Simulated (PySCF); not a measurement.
# CH9BN2Si: the cost of one run

The runs use PySCF 2.14.0, with density-fitted response routines of our own; the level of theory stands in each step. All values are computed, except where a source is named. Atoms are numbered from 0 throughout.

### 1 The starting structure

14 atoms, charge 0, multiplicity 1; geometry from: GFN2-xTB. The atoms were then displaced at random by about 0.01 Å, so the start is not that level's minimum.

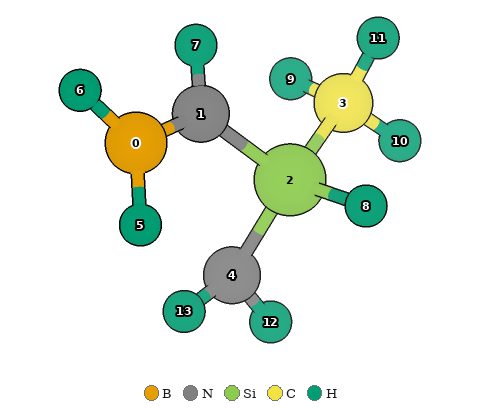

As it starts; boron amber, nitrogen grey, silicon green, carbon yellow, hydrogen teal, atoms numbered.

### 2 Relaxing the molecule at PBE0-D3(BJ)/def2-SVP

Job settings and geometry (Å):

```
{"job": {"xc": "PBE0", "basis": "def2-SVP", "d3": "d3bj", "grid": 1, "shake": 0.01, "kind": "geom"}, "charge": 0, "multiplicity": 1}
B      1.967720    -1.104950    -0.923640
N      0.723780    -1.006680    -0.265880
Si    -0.061180     0.389710     0.450030
C     -1.740650    -0.109890     1.029770
N     -0.226120     1.547030    -0.812180
H      2.581620    -0.097130    -1.039750
H      2.329410    -2.105870    -1.361740
H      0.221460    -1.854830    -0.183170
H      0.778340     0.820360     1.629580
H     -2.384780    -0.477270     0.220320
H     -2.299090     0.731180     1.481960
H     -1.726630    -0.890650     1.794220
H     -0.719350     2.435790    -0.623830
H      0.548290     1.708110    -1.403440
```

Run with:

```bash
$ OMP_NUM_THREADS=1 python probes_run.py task.json out
```

One launch serves the whole session: the jobs run in the order shown.

Q: Estimate the wall time and peak memory of this first job on 1 thread of Arm Neoverse V2, shared host.

About 1.7 min, with a peak of 0.49 GiB.
